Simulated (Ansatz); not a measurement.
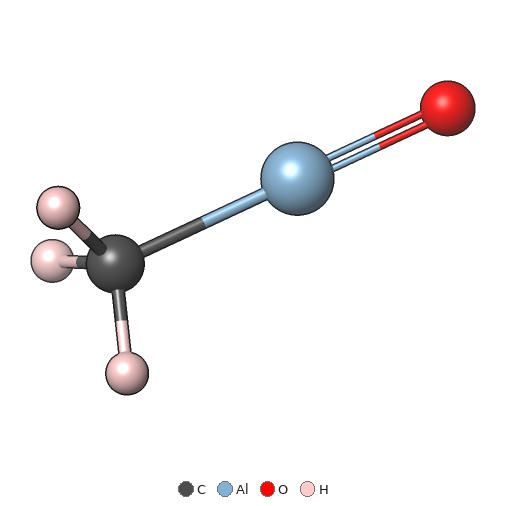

Double and triple bonds are drawn as two and three sticks.

> Which formula does it have?

CH3AlO, 6 atoms: 1 carbon, 3 hydrogen, 1 aluminium and 1 oxygen.

> Give a SMILES string for it.

[CH3][Al]=[O]

The parts below concern this one geometry. Atoms keep their numbers from picture to picture. The computed structure is the end point of a PBE0-D4/def2-TZVP optimisation.

### Shape

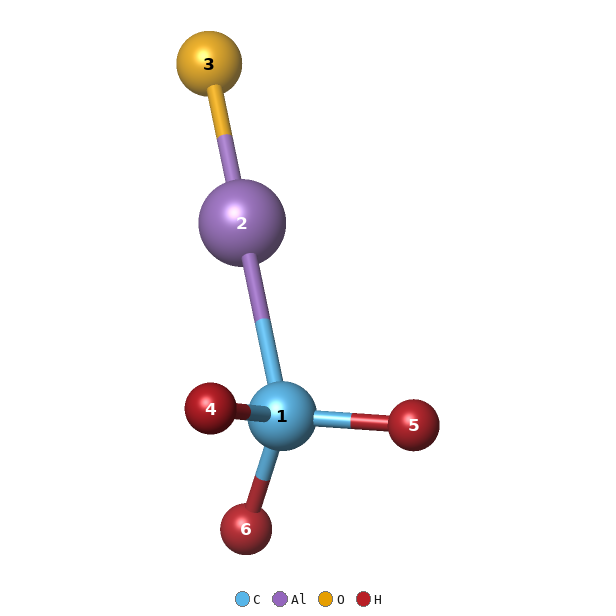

Atoms carry their numbers in the input.

Estimate the angles Al2–C1–H4, H4–C1–H5, C1–Al2–O3.

```
    angle  degrees
Al2–C1–H4    110.5
 H4–C1–H5    108.4
C1–Al2–O3    180.0
```

### Charges

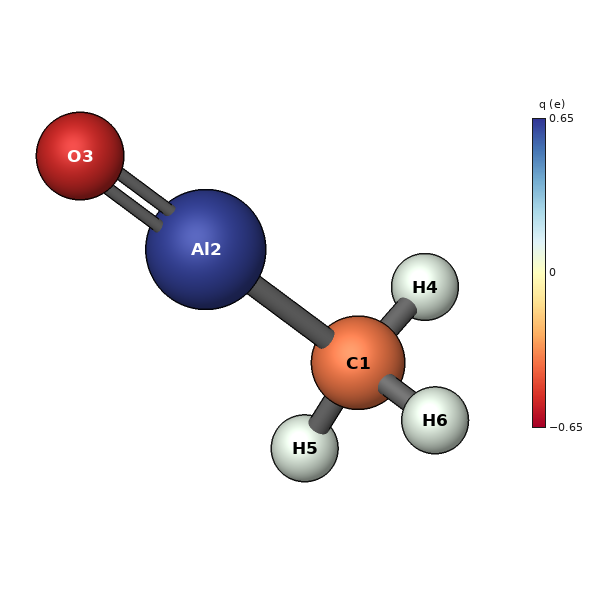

Atoms are coloured by their Mulliken charges. Level of theory: RKS r2SCAN-D4/def2-TZVPP (Ansatz 0.2.0).

> Which atom carries the highest charge (most positive or least negative)?

Al2 (0.62 e).

> And the lowest?

O3 (−0.54 e).

List the Mulliken charges.

```
atom  value (e)
  C1      −0.36
 Al2       0.62
  O3      −0.54
  H4       0.09
  H5       0.09
  H6       0.09
```

### Dipole moment

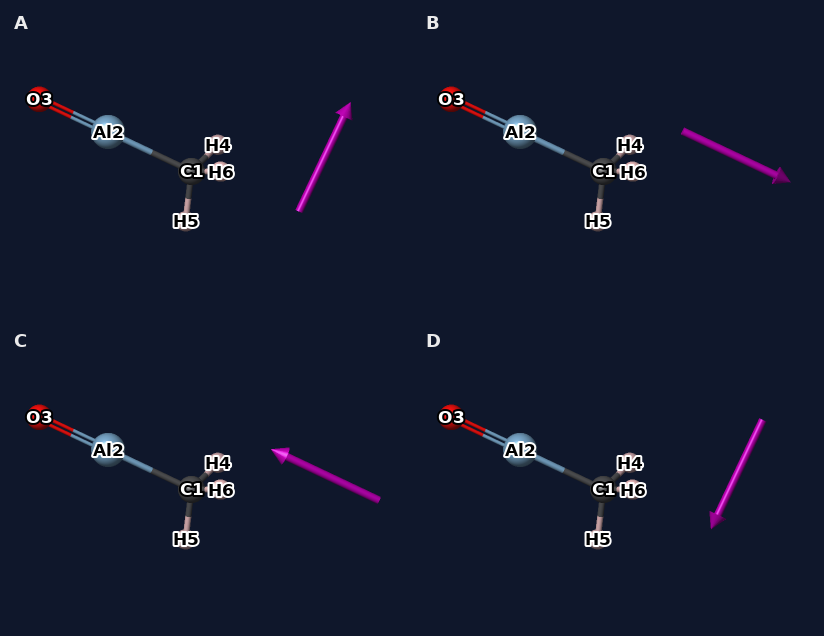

The same molecule four times, each with an arrow. Properties computed with RKS PBE0-D4/def2-TZVP (Ansatz 0.2.0).

> Which arrow points along the dipole moment, from the negative to the positive end?

B. The dipole moment is 5.78 D; it points from the side of O3 to the side of H4, H5, H6 (the outermost atoms at the two ends).

### Levels of theory compared

Program: Ansatz 0.2.0.

Compare vertical IP (eV) at these levels: B2PLYP (frozen core)/def2-TZVPP; B3LYP-D4/def2-TZVPP; CCSD(T)/CBS (from def2-TZVPP and def2-QZVPP); PBE-D4/def2-TZVPP; PBE0-D4/def2-TZVPP; r2SCAN-D4/def2-TZVPP; ωB97M-V/def2-TZVPP; ωB97X-V/def2-TZVPP.

| level | vertical IP (eV) |
| --- | --- |
| B2PLYP (frozen core)/def2-TZVPP | 9.60 |
| B3LYP-D4/def2-TZVPP | 9.56 |
| CCSD(T)/CBS (from def2-TZVPP and def2-QZVPP) | 9.68 |
| PBE-D4/def2-TZVPP | 9.76 |
| PBE0-D4/def2-TZVPP | 9.37 |
| r2SCAN-D4/def2-TZVPP | 9.49 |
| ωB97M-V/def2-TZVPP | 9.40 |
| ωB97X-V/def2-TZVPP | 9.38 |

Mulliken values depend strongly on the basis set and can even reverse the polarity of a bond.
